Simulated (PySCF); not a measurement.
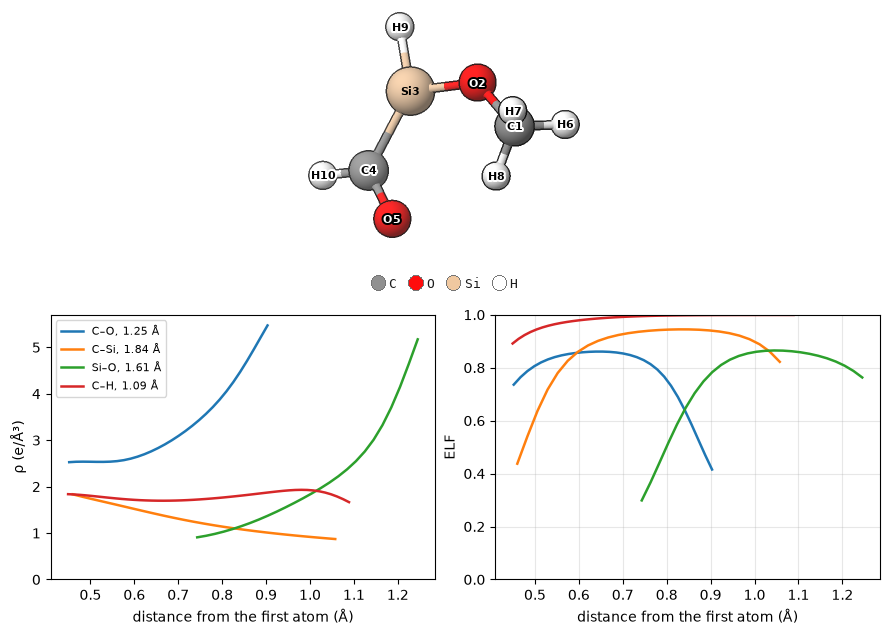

The picture shows: C₂H₅O₂Si (SMILES CO[SiH]C=O) (doublet). Total electron density and electron localisation function along straight lines between neighbouring atoms. The curves leave out the atomic cores. The structure is drawn too.

Geometry: GFN2-xTB.

Computed with UKS B3LYP, pcH-1 on C H O Si, non-relativistic, mean-field spin-orbit, GIAO in PySCF.

```yaml
atoms:
  - { symbol: C, position_ang: [-1.5731, 0.5058, 0.0318] }
  - { symbol: O, position_ang: [-0.8781, -0.7113, 0.1352] }
  - { symbol: Si, position_ang: [0.6675, -1.0942, -0.0796] }
  - { symbol: C, position_ang: [1.9025, 0.1561, -0.6215] }
  - { symbol: O, position_ang: [1.5398, 1.3315, -0.8192] }
  - { symbol: H, position_ang: [-2.4380, 0.3531, -0.6160] }
  - { symbol: H, position_ang: [-1.9160, 0.7986, 1.0259] }
  - { symbol: H, position_ang: [-0.9409, 1.2915, -0.3788] }
  - { symbol: H, position_ang: [0.6888, -2.5017, 0.2121] }
  - { symbol: H, position_ang: [2.9564, -0.1248, -0.7653] }
```

> Compare the contacts.

C–O (1.25 Å): ρ at the midpoint is about 2.7 e/Å³; the ELF peaks at about 0.85 between the atoms: a polar covalent bond.
C–Si (1.84 Å): ρ at the midpoint is about 0.99 e/Å³; the ELF peaks at about 0.95 between the atoms: a shared electron pair.
Si–O (1.61 Å): the density is about 1 e/Å³ at the midpoint; the ELF peaks at about 0.85 between the atoms: a short, strongly polar bond.
C–H (1.09 Å): ρ is about 1.8 e/Å³ halfway; the ELF climbs to about 1 towards the hydrogen, as it does in any bond to H (an ordinary covalent bond to hydrogen).
